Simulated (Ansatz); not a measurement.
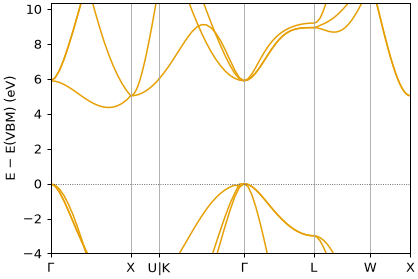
Figure: Band structure from the program Ansatz at the r²SCAN level (PAW)

Q: Read off the gap and where the band edges lie.

A: About 4.4 eV (4.36 eV by a search for the band edges); maximum at Γ, minimum on the Γ–X line, 72 % of the way from Γ.

Q: Which compound is it?
A) C, diamond
B) MgS, rock salt
C) Ba2CdMoO6, Fm-3m (Ba on 8c, Cd on 4b, Mo on 4a, O on 24e)
D) K2MnF6, Fm-3m (K on 8c, Mn on 4a, F on 24e)

A: A, C, diamond

Space group Fd-3m (diamond). Symmetry was held in the r²SCAN relaxation.

Potentials: the later of the program's two PAW sets.
